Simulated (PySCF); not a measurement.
**PF3 (SMILES FP(F)F): B3LYP/STO-6G**

What is the energy change on altering one bond length of PF3 at B3LYP/STO-6G? Input form: a Python script.

The calculation is run with PySCF 2.14.0.

10 further runs of the same task are left out: 3 that didn't finish, 7 set aside as unsound or not needed.

## Step 1: The molecule

The species is PF3 (4 atoms), meant as a singlet with charge 0. As SMILES, `FP(F)F`. The shape is that of a GFN2-xTB optimisation.

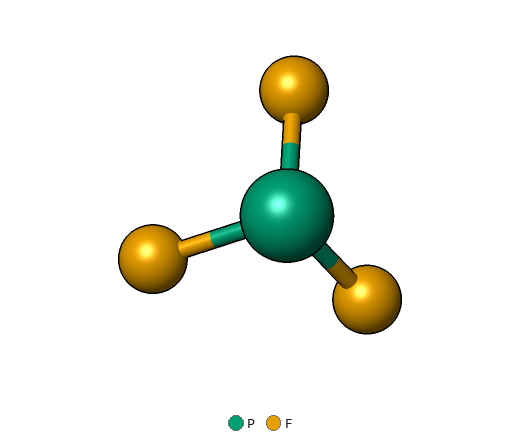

The structure, seen from a chosen angle (phosphorus teal, fluorine amber).

## Step 2: A single-point energy at B3LYP/STO-6G

job.py reads:

```python
from pyscf import gto, dft

molecule = gto.M(
    atom=[
    ('P', (-0.004630, 0.005090, 0.642290)),
    ('F', (1.349610, -0.029560, -0.203150)),
    ('F', (-0.648490, 1.180250, -0.228190)),
    ('F', (-0.696500, -1.155780, -0.210950)),
],
    basis='sto-6g',
    max_memory=1860,
    verbose=4,
    charge=0,
)

myscf = dft.RKS(molecule, xc='b3lyp')
myscf.conv_tol = 1e-10
myscf.grids.level = 5
myscf.kernel()
if not myscf.converged:
    myscf = myscf.newton().run(myscf.mo_coeff, myscf.mo_occ)

e_final = myscf.e_tot
print('E = %.10f Eh' % e_final)
```

On the command line:

```console
$ OMP_NUM_THREADS=1 python job.py
```

What it wrote:

```text
PySCF version 2.14.0

[INPUT] num. atoms = 4
[INPUT] num. electrons = 42
[INPUT] charge = 0
[INPUT] spin (= nelec alpha-beta = 2S) = 0
[INPUT] symmetry False subgroup None
[INPUT] Mole.unit = angstrom
[INPUT] Symbol           X                Y                Z      unit          X                Y                Z       unit  Magmom
[INPUT]  1 P     -0.004630000000   0.005090000000   0.642290000000 AA   -0.008749431957   0.009618705974   1.213752192547 Bohr   0.0
[INPUT]  2 F      1.349610000000  -0.029560000000  -0.203150000000 AA    2.550393274974  -0.055860304242  -0.383897862205 Bohr   0.0
[INPUT]  3 F     -0.648490000000   1.180250000000  -0.228190000000 AA   -1.225468494519   2.230349258518  -0.431216604365 Bohr   0.0
[INPUT]  4 F     -0.696500000000  -1.155780000000  -0.210950000000 AA   -1.316194245760  -2.184107660250  -0.398637725977 Bohr   0.0

nuclear repulsion = 189.190298308544
number of shells = 14
number of NR pGTOs = 144
number of NR cGTOs = 24
basis = sto-6g
ecp = {}

******** <class 'pyscf.dft.rks.RKS'> ********
method = RKS
initial guess = minao
damping factor = 0
level_shift factor = 0
DIIS = <class 'pyscf.scf.diis.CDIIS'>
diis_start_cycle = 1
diis_space = 8
diis_damp = 0
SCF conv_tol = 1e-10
SCF conv_tol_grad = None
SCF max_cycles = 50
direct_scf = True
direct_scf_tol = 1e-13
XC library pyscf.dft.libxc version 7.0.0
    S. Lehtola, C. Steigemann, M. J.T. Oliveira, and M. A.L. Marques.,  SoftwareX 7, 1–5 (2018)
XC functionals = b3lyp
    P. J. Stephens, F. J. Devlin, C. F. Chabalowski, and M. J. Frisch.,  J. Phys. Chem. 98, 11623 (1994)
radial grids:
    Treutler-Ahlrichs [JCP 102, 346 (1995); DOI:10.1063/1.469408] (M4) radial grids

becke partition: Becke, JCP 88, 2547 (1988); DOI:10.1063/1.454033
pruning grids: <function nwchem_prune>
grids dens level: 5
symmetrized grids: False
atomic radii adjust function: <function treutler_atomic_radii_adjust>
small_rho_cutoff = 0
Set gradient conv threshold to 1e-05
Initial guess from minao.
tot grids = 175224
init E= -638.448254862494
  HOMO = -0.328644187985147  LUMO = 0.0542985880055105  gap/eV = 10.42040
cycle= 1 E= -637.879030860601  delta_E= 0.569  |g|= 0.656  |ddm|= 2.65
  HOMO = -0.0836085095454113  LUMO = 0.181726370473799  gap/eV = 7.22013
cycle= 2 E= -637.860324074796  delta_E= 0.0187  |g|= 0.744  |ddm|=  2.2
  HOMO = -0.146699038986612  LUMO = 0.211013770229609  gap/eV = 9.73386
cycle= 3 E= -638.071777796726  delta_E= -0.211  |g|= 0.00594  |ddm|= 1.13
  HOMO = -0.149783086198697  LUMO = 0.210688121390239  gap/eV = 9.80892
cycle= 4 E= -638.071790278423  delta_E= -1.25e-05  |g|= 0.00156  |ddm|= 0.0103
  HOMO = -0.149780541944437  LUMO = 0.210724498961875  gap/eV = 9.80984
cycle= 5 E= -638.071790510826  delta_E= -2.32e-07  |g|= 0.00142  |ddm|= 0.00517
  HOMO = -0.149777713924257  LUMO = 0.210806394319592  gap/eV = 9.81199
cycle= 6 E= -638.071791369744  delta_E= -8.59e-07  |g|= 2.65e-05  |ddm|= 0.00255
  HOMO = -0.149777054297704  LUMO = 0.210801926082722  gap/eV = 9.81185
cycle= 7 E= -638.071791370257  delta_E= -5.12e-10  |g|= 2.66e-06  |ddm|= 8.87e-05
  HOMO = -0.149776889840033  LUMO = 0.210801856721271  gap/eV = 9.81185
cycle= 8 E= -638.07179137026  delta_E= -3.18e-12  |g|= 3.29e-07  |ddm|= 4.47e-06
  HOMO = -0.149776901715142  LUMO = 0.210801867168571  gap/eV = 9.81185
Extra cycle  E= -638.071791370259  delta_E= 4.55e-13  |g|= 4.49e-07  |ddm|= 1.38e-06
converged SCF energy = -638.071791370259
E = -638.0717913703 Eh
```

Run time: 4.5 s. Hardware: 1 thread of Arm Neoverse V1, shared host; peak memory 0.22 GiB.

## Step 3: The distorted shape

job.py reads:

```python
from pyscf import gto, dft

mol = gto.Mole()
mol.atom = 'P 0.133757 0.237286 0.812954; F 1.487997 0.202636 -0.032486; F -0.510103 1.412446 -0.057526; F -0.696500 -1.155780 -0.210950'
mol.max_memory = 1860
mol.basis = 'sto-6g'
mol.verbose = 3
mol.spin = 0
mol.charge = 0
mol.build()

myscf = dft.RKS(mol)
myscf.xc = 'b3lyp'
myscf.conv_tol = 1e-10
myscf.grids.level = 5
myscf.kernel()
if not myscf.converged:
    myscf = myscf.newton().run(myscf.mo_coeff, myscf.mo_occ)

energy = myscf.e_tot
print('Final energy', energy)
```

On the command line:

```console
$ OMP_NUM_THREADS=1 python job.py
```

What it wrote:

```text
converged SCF energy = -638.051118799261
Final energy -638.0511187992613
```

Run time: 12 s. Hardware: 1 thread of Arm Neoverse V1, shared host; peak memory 0.22 GiB.

## Step 4: Outcome

At B3LYP/STO-6G:

```
                                                         quantity          value
                                        first shape: total energy  -638.07179 Eh
                                       first shape: dipole moment         1.12 D
                                         first shape: HOMO energy       -4.08 eV
                                         first shape: LUMO energy        5.74 eV
                                       first shape: HOMO–LUMO gap        9.81 eV
                                    distorted shape: total energy  -638.05112 Eh
                                   distorted shape: dipole moment         1.47 D
                                     distorted shape: HOMO energy       -3.81 eV
                                     distorted shape: LUMO energy        3.35 eV
                                   distorted shape: HOMO–LUMO gap        7.15 eV
energy change with the P1–F4 bond stretched from 1.598 to 1.918 Å       0.563 eV
```

**Reading.** With the P1–F4 bond stretched from 1.598 to 1.918 Å the energy rises by 0.56 eV (54.3 kJ/mol). The first shape isn't relaxed at this level, so the change isn't measured from a minimum. The minimal basis adds a large error of its own.
